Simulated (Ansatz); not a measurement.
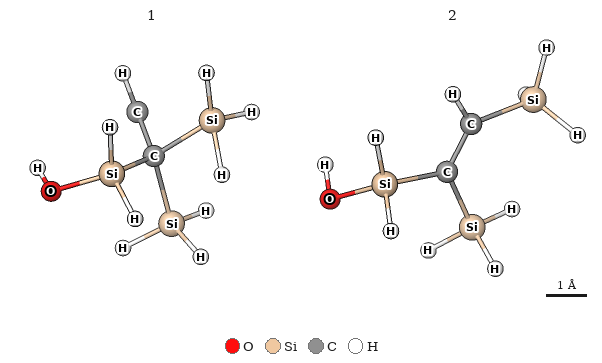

Two geometries of C2H10OSi3, drawn at one scale. One is the start of a relaxation, the other its converged end. The picture is a ball-and-stick view, seen at a tilt.

Computed with RKS revPBE/STO-3G in Ansatz 0.2.0. Set-up: no spin polarisation; force threshold 0.02 eV/Å; at most 50 steps.

Which of the two is the end point?

Answer. Structure 2 is the relaxed one. The run prepares an end point of a later path (hydrogen shift) calculation, from a guessed geometry. The energy falls by 141.1 kcal/mol in 23 accepted moves (25 points after the start). Largest force component: 6.4 eV/Å at the start, 0.016 eV/Å at the end. The line search rejected the trial steps at points 21, 22 of the run. The forces were under the threshold at step 23, but the run went on from there. The largest move after the best rigid fit is that of an H atom, 1.88 Å. By element the largest moves are H 1.88 Å, C 1.66 Å, Si 1.01 Å, O 0.80 Å. Near-neighbour distances that change, for instance: Si–Si 3.069 → 4.668 Å, C–Si 1.774 → 2.944 Å, Si–Si 3.113 → 3.600 Å, C–Si 2.279 → 1.888 Å. New bonds form: C–Si (2.28 → 1.89 Å). Bonds break: C–Si (1.77 → 2.94 Å). Among the angles between lasting bonds that change: H–Si–H 130.8° → 108.6°, Si–C–Si 107.1° → 117.7°, Si–O–H 111.3° → 102.3°. Groups turn about O–Si by about 20°. The run took 2 min on 1 thread of Arm Neoverse V1, with other jobs on the host, peak memory 0.14 GiB.

Limits of the set-up: STO-3G is a minimal basis, so the numbers are rough.
